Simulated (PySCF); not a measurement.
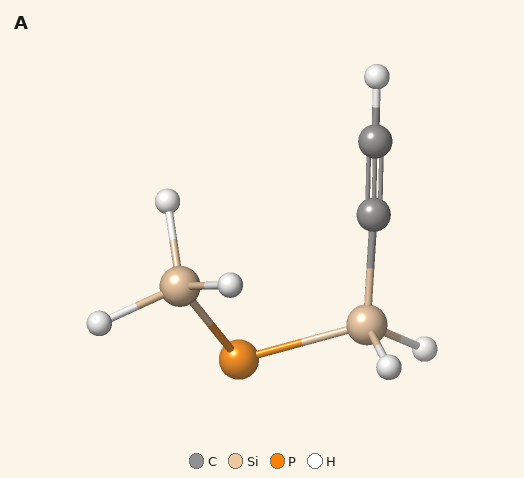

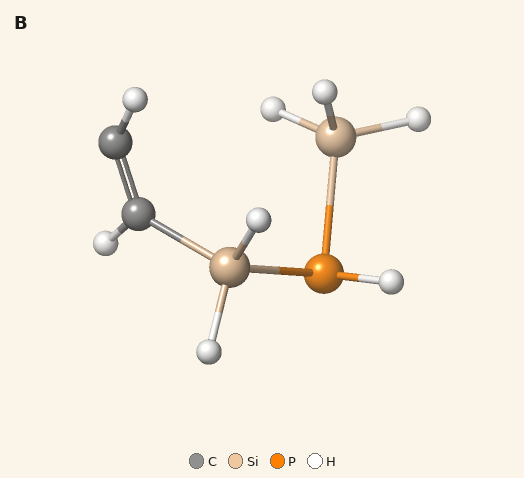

Two related species, optimised with PBE0-D3(BJ)/def2-SVP; properties computed with PySCF 2.14.0. Both: charge 0, doublet.

> What are A and B?

A is C2H6PSi2 (C#C[SiH2][P][SiH3]), B is C2H8PSi2 ([H]/[C]=C\[SiH2]P[SiH3]).

Compare them. With UKS B3LYP, IGLO-III on C P Si, pcH-1 on H, non-relativistic: isotropic g value. With PBE0-D3(BJ)/def2-SVP: mean P–Si length (Å).

```
            quantity        A        B
   isotropic g value  2.01278  2.00204
mean P–Si length (Å)    2.261    2.266
```

Each is one conformer, and no frequency run is at hand to confirm it as a minimum.
